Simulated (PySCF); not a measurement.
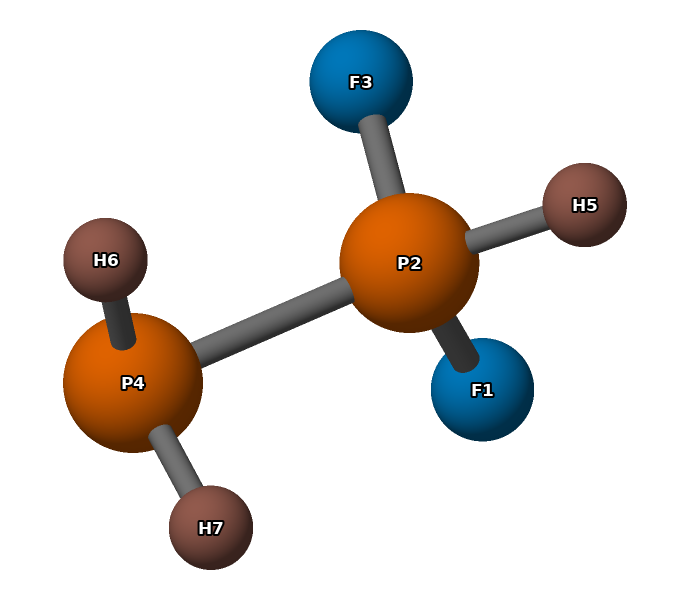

The thickness of each stick grows with its Mayer bond order. Charge +1, singlet. The geometry was computed by an optimisation with GFN2-xTB. No frequency run is at hand to confirm it as a minimum. Method: PBE0/pcSseg-1 (PySCF 2.14.0).

List the Mayer bond orders of F1–P2, P2–P4, P2–H5, P4–H6 (one bond of each equivalent set).

```csv
bond,Mayer order,length (Å)
F1–P2,1.03,1.568
P2–P4,1.00,2.202
P2–H5,0.85,1.404
P4–H6,0.90,1.408
```

The geometry is semi-empirical. Around P such bond lengths and angles can be off by a tenth of an ångström or more and by several degrees, and values that hang on the shape move with them.
